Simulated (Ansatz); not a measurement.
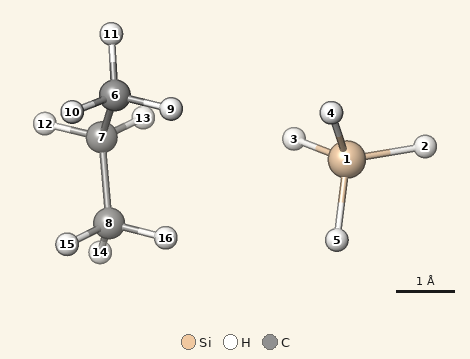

**Figure 1.** The starting structure (ball-and-stick view, seen at a tilt; atoms are numbered from 1 in the order of the input). Bond lengths as drawn: C–C 1.52 Å, C–H 1.09 Å and H–Si 1.46 Å.

**Run report: C₃H₁₂Si, geometry relaxation (part 1 of 2)**

The run: geometry relaxation of C₃H₁₂Si. Method and program: UKS PBE0-D4/STO-3G (Ansatz 0.2.0).

It belongs to a series of runs on one base structure; here: start relaxed. Figures and captions count atoms from 1; the log counts them from 0 in places.

What the program printed
```
The last accepted step is kept in [file] (removed where the run ends without a failure and the disk answers)
Engine: ansatz 0.2.0, aarch64-unknown-linux-gnu
Functional definition: PBE0
  parameter a = 0.25
  parameter kappa = 0.804
  parameter beta = 0.06672455060314922
  exchange = (1 - a)*pbe_x(kappa = kappa, mu = beta*pi^2/3) + a*exact_x
  correlation = pbe_c(beta = beta)
508 factors; integrals over basis functions are off by at most 1.5e-5 eV
mean field evaluation 1: about -11047.0033 eV, gradient 8.5e0 eV
mean field evaluation 2: about -11047.3604 eV, gradient 4.6e0 eV
mean field evaluation 4: about -11047.5088 eV, gradient 2.3e-1 eV
mean field evaluation 8: about -11047.4416 eV, gradient 1.4e-3 eV
mean field -11047.44162363 eV, -405.9859914434 hartree, gradient 8.3e-6 eV, S^2 0.000000; 0 other end points of the search recorded, 0 dependent functions left out
the calculation of the forces begins
reference -11047.44164446 eV, -405.9859922089 hartree; 22, 22 occupied and 14, 14 virtual orbitals, 508 factors
relax step   1: F+E_penalty+E_count = -11047.64545247 eV  Δ(F+E_penalty+E_count) = +0.000e0 eV  max|allowed force component| = 5.047e-1 eV/Å  Δτ_max = 0.0000 Å  (21 SCF iters, accepted)
these checks for a lower state are left out or cut short: starts, cluster_reference, orbital_swaps, neighbouring_geometries, increment
508 factors; integrals over basis functions are off by at most 1.7e-5 eV
mean field evaluation 16: about -11047.4914 eV, gradient 9.6e-5 eV
mean field -11047.49137469 eV, -405.9878197613 hartree, gradient 1.4e-5 eV, S^2 0.000000; 0 other end points of the search recorded, 0 dependent functions left out
[... from here on the field's lines of each further geometry are left out, up to the last ...]
relax step   2: F+E_penalty+E_count = -11047.69647732 eV  Δ(F+E_penalty+E_count) = -5.102e-2 eV  max|allowed force component| = 1.056e-1 eV/Å  Δτ_max = 0.0499 Å  (24 SCF iters, accepted)
relax step   3: F+E_penalty+E_count = -11047.69783588 eV  Δ(F+E_penalty+E_count) = -1.359e-3 eV  max|allowed force component| = 3.572e-2 eV/Å  Δτ_max = 0.0258 Å  (19 SCF iters, accepted)
relax step   4: F+E_penalty+E_count = -11047.69829834 eV  Δ(F+E_penalty+E_count) = -4.625e-4 eV  max|allowed force component| = 1.246e-2 eV/Å  Δτ_max = 0.0216 Å  (18 SCF iters, accepted)
relax step   5: F+E_penalty+E_count = -11047.69934834 eV  Δ(F+E_penalty+E_count) = -1.050e-3 eV  max|allowed force component| = 4.856e-2 eV/Å  Δτ_max = 0.0765 Å  (21 SCF iters, accepted)
relax step   6: F+E_penalty+E_count = -11047.70000262 eV  Δ(F+E_penalty+E_count) = -6.543e-4 eV  max|allowed force component| = 9.075e-2 eV/Å  Δτ_max = 0.0736 Å  (22 SCF iters, accepted)
relax step   7: F+E_penalty+E_count = -11047.70069572 eV  Δ(F+E_penalty+E_count) = -6.931e-4 eV  max|allowed force component| = 6.473e-2 eV/Å  Δτ_max = 0.0350 Å  (19 SCF iters, accepted)
relax step   8: F+E_penalty+E_count = -11047.70144971 eV  Δ(F+E_penalty+E_count) = -7.540e-4 eV  max|allowed force component| = 2.979e-2 eV/Å  Δτ_max = 0.0643 Å  (21 SCF iters, accepted)
relax step   9: F+E_penalty+E_count = -11047.70172391 eV  Δ(F+E_penalty+E_count) = -2.742e-4 eV  max|allowed force component| = 4.120e-2 eV/Å  Δτ_max = 0.0704 Å  (22 SCF iters, accepted)
relax step  10: F+E_penalty+E_count = -11047.70182783 eV  Δ(F+E_penalty+E_count) = -1.039e-4 eV  max|allowed force component| = 3.204e-2 eV/Å  Δτ_max = 0.0193 Å  (18 SCF iters, accepted)
relax step  11: F+E_penalty+E_count = -11047.70202937 eV  Δ(F+E_penalty+E_count) = -2.015e-4 eV  max|allowed force component| = 6.133e-3 eV/Å  Δτ_max = 0.0400 Å  (23 SCF iters, accepted)
relax step  12: F+E_penalty+E_count = -11047.70216167 eV  Δ(F+E_penalty+E_count) = -1.323e-4 eV  max|allowed force component| = 2.051e-2 eV/Å  Δτ_max = 0.0598 Å  (22 SCF iters, accepted)
the calculation of the forces begins
reference -11047.49320621 eV, -405.9878870684 hartree; 22, 22 occupied and 14, 14 virtual orbitals, 508 factors
relax step  13: F+E_penalty+E_count = -11047.70222509 eV  Δ(F+E_penalty+E_count) = -6.343e-5 eV  max|allowed force component| = 1.182e-2 eV/Å  Δτ_max = 0.0097 Å  (19 SCF iters, accepted)
508 factors; integrals over basis functions are off by at most 3.6e-5 eV
mean field evaluation 96: about -11047.5691 eV, gradient 2.6e-1 eV
```

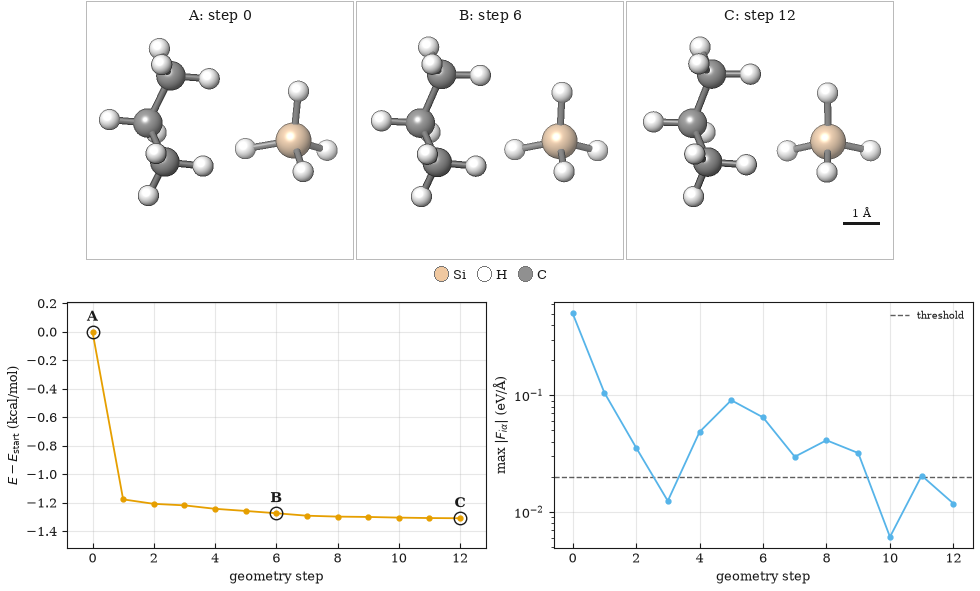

**Figure 2.** Frames of the relaxation (ball-and-stick view, seen at a tilt) above the curves, on which the letters mark them (the first geometry is step 0 here and step 1 in the log).

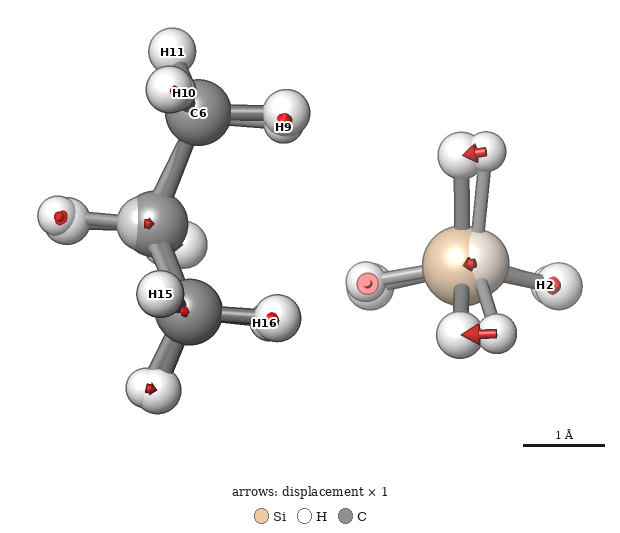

**Figure 3.** Start (faint) and end (solid) with the displacements as red arrows, at true length (ball-and-stick view, seen at a tilt). The two geometries are laid on each other by the best rigid fit. H5 moves most after the best rigid fit: 0.46 Å. By element the largest moves are H 0.46 Å, Si 0.17 Å, C 0.13 Å. Among the contacts that change: C6–C7 1.523 → 1.544 Å, Si1–H2 1.460 → 1.442 Å, C6–H10 1.088 → 1.098 Å. Over 12 geometry steps the energy falls by 1.31 kcal/mol. Largest force component: 0.5 eV/Å at the start, 0.012 eV/Å at the end. (Atoms are counted from 1 in the order of the input.)

```
mean field -11047.49318578 eV, -405.9878863175 hartree, gradient 1.5e-5 eV, S^2 0.000000; 1 other end points of the search recorded, 0 dependent functions left out
the calculation of the forces begins
reference -11047.49320621 eV, -405.9878870684 hartree; 22, 22 occupied and 14, 14 virtual orbitals, 508 factors
Total energy: -11047.70224553 eV, -405.9955691216 hartree
Atom 0 at    -0.096007     0.008420    -2.764512 Å, force    -0.003788     0.002125    -0.002121 eV/Å
Atom 1 at    -0.227508     0.052003    -4.199599 Å, force     0.002965    -0.000830     0.009093 eV/Å
Atom 2 at    -1.222797     0.673540    -2.159330 Å, force     0.008815    -0.005594    -0.001827 eV/Å
Atom 3 at     1.122747     0.671564    -2.373571 Å, force    -0.005032     0.000863    -0.002862 eV/Å
Atom 4 at    -0.054632    -1.364843    -2.328118 Å, force    -0.003426     0.003983    -0.001727 eV/Å
Atom 5 at     0.967871     0.913667     1.212349 Å, force     0.004992    -0.002066     0.000188 eV/Å
Atom 6 at    -0.465372     0.352208     1.326255 Å, force    -0.004733    -0.001731    -0.001175 eV/Å
Atom 7 at    -0.497682    -1.189175     1.248961 Å, force     0.006293     0.000393     0.000022 eV/Å
Atom 8 at     1.421504     0.627668     0.254432 Å, force    -0.005270     0.002662     0.010835 eV/Å
Atom 9 at     1.601258     0.524693     2.020282 Å, force    -0.007722     0.005076    -0.008401 eV/Å
Atom 10 at     0.961597     2.009388     1.276334 Å, force     0.002051    -0.004630    -0.001355 eV/Å
Atom 11 at    -0.910042     0.678677     2.279188 Å, force     0.006332    -0.004889    -0.011821 eV/Å
Atom 12 at    -1.086221     0.770771     0.518834 Å, force     0.008088    -0.005256     0.009827 eV/Å
Atom 13 at    -1.526994    -1.560414     1.334662 Å, force     0.003559    -0.000966    -0.000559 eV/Å
Atom 14 at     0.096560    -1.629865     2.060113 Å, force    -0.007990     0.005873    -0.009759 eV/Å
Atom 15 at    -0.084383    -1.538403     0.293721 Å, force    -0.005133     0.004986     0.011641 eV/Å
Dipole moment:    -0.004812     0.003451    -0.005665 e Å
```

Trajectory as extended XYZ (Å, eV, eV/Å), 13 frames, from step=1 to step=13
```
16
Properties=species:S:1:pos:R:3:forces:R:3 step=1 energy=-11047.64545
Si    0.0337   -0.0543   -2.8644    0.0123  -0.0087   0.0400
H    -0.3972    0.2503   -4.2258    0.1435  -0.1047   0.4453
H    -0.9591    0.4470   -1.9164    0.3494  -0.1730  -0.3330
H     1.3229    0.5843   -2.6076   -0.4544  -0.2159  -0.0835
H     0.1718   -1.5007   -2.7075   -0.0561   0.5047  -0.0518
C     0.8946    0.9207    1.1985    0.1749   0.1331  -0.0295
C    -0.5076    0.3791    1.4457   -0.2008   0.1479   0.0751
C    -0.5571   -1.1364    1.2997   -0.0658  -0.2171  -0.0151
H     1.2365    0.6394    0.2044    0.1825  -0.0632  -0.3349
H     1.5926    0.5182    1.9298    0.2887  -0.1331   0.2249
H     0.9067    2.0058    1.2728    0.0523   0.4042   0.0190
H    -0.8335    0.6586    2.4504   -0.1496   0.1204   0.2737
H    -1.2007    0.8334    0.7341   -0.2509   0.1636  -0.1799
H    -1.5659   -1.5066    1.4682   -0.3619  -0.1822   0.0507
H     0.1074   -1.6103    2.0194    0.2351  -0.2099   0.2270
H    -0.2452   -1.4286    0.2987    0.1006  -0.1661  -0.3279
16
Properties=species:S:1:pos:R:3:forces:R:3 step=2 energy=-11047.69648
Si    0.0308   -0.0543   -2.8299   -0.0054   0.0023   0.0034
H    -0.3917    0.2432   -4.1767    0.0112  -0.0072   0.0288
H    -0.9506    0.4430   -1.8972    0.0159  -0.0078  -0.0249
H     1.3019    0.5783   -2.5745   -0.0263  -0.0157  -0.0026
H     0.1643   -1.4821   -2.6730   -0.0014   0.0310   0.0041
C     0.9084    0.9373    1.1850    0.0905  -0.0169  -0.0243
C    -0.5064    0.3786    1.4251   -0.1056   0.0781   0.0324
C    -0.5669   -1.1536    1.2844    0.0478  -0.0828  -0.0198
H     1.2649    0.6703    0.1833    0.0126  -0.0081  -0.0488
H     1.6153    0.5290    1.9166    0.0343  -0.0264   0.0386
H     0.9194    2.0301    1.2714   -0.0280   0.0502   0.0136
H    -0.8452    0.6655    2.4311   -0.0086   0.0103   0.0527
H    -1.2045    0.8368    0.7099   -0.0287   0.0172  -0.0535
H    -1.5840   -1.5244    1.4563   -0.0579   0.0100   0.0129
H     0.1001   -1.6357    2.0087    0.0367  -0.0211   0.0387
H    -0.2559   -1.4621    0.2794    0.0128  -0.0131  -0.0513
16
Properties=species:S:1:pos:R:3:forces:R:3 step=3 energy=-11047.69784
Si    0.0265   -0.0542   -2.8094   -0.0011   0.0004  -0.0011
H    -0.3909    0.2397   -4.1571    0.0010  -0.0022  -0.0085
H    -0.9574    0.4456   -1.8831   -0.0091   0.0066   0.0017
H     1.2962    0.5770   -2.5522    0.0056   0.0063   0.0053
H     0.1600   -1.4800   -2.6477   -0.0027  -0.0083   0.0060
C     0.9120    0.9360    1.1789    0.0164   0.0357   0.0017
C    -0.5084    0.3808    1.4131    0.0097  -0.0061  -0.0031
C    -0.5627   -1.1548    1.2736   -0.0270  -0.0265   0.0044
H     1.2705    0.6756    0.1746   -0.0097   0.0022   0.0092
H     1.6168    0.5214    1.9114   -0.0116  -0.0011  -0.0064
H     0.9203    2.0296    1.2737    0.0107  -0.0051   0.0000
H    -0.8517    0.6686    2.4188    0.0052  -0.0042  -0.0100
H    -1.2025    0.8374    0.6905    0.0116  -0.0087   0.0014
H    -1.5825   -1.5228    1.4449    0.0072  -0.0088  -0.0025
H     0.1037   -1.6350    2.0020   -0.0039   0.0108  -0.0060
H    -0.2498   -1.4650    0.2681   -0.0023   0.0090   0.0078
16
Properties=species:S:1:pos:R:3:forces:R:3 step=4 energy=-11047.69830
Si    0.0214   -0.0534   -2.7998   -0.0027   0.0007  -0.0003
H    -0.3856    0.2319   -4.1525    0.0023  -0.0027  -0.0062
H    -0.9691    0.4534   -1.8843   -0.0072   0.0053  -0.0010
H     1.2896    0.5788   -2.5368    0.0037   0.0040   0.0036
H     0.1523   -1.4783   -2.6275   -0.0020  -0.0047   0.0053
C     0.9153    0.9377    1.1780   -0.0052  -0.0036   0.0039
C    -0.5060    0.3798    1.4056    0.0030  -0.0020  -0.0024
C    -0.5613   -1.1568    1.2679    0.0026   0.0068   0.0013
H     1.2762    0.6811    0.1736   -0.0023   0.0038   0.0095
H     1.6174    0.5193    1.9110   -0.0059   0.0035  -0.0088
H     0.9237    2.0309    1.2775    0.0012  -0.0125   0.0003
H    -0.8542    0.6684    2.4095    0.0014  -0.0016  -0.0119
H    -1.1965    0.8352    0.6787    0.0079  -0.0054   0.0081
H    -1.5816   -1.5251    1.4366    0.0119   0.0028  -0.0023
H     0.1034   -1.6353    1.9991   -0.0062   0.0037  -0.0084
H    -0.2451   -1.4674    0.2636   -0.0024   0.0017   0.0093
```
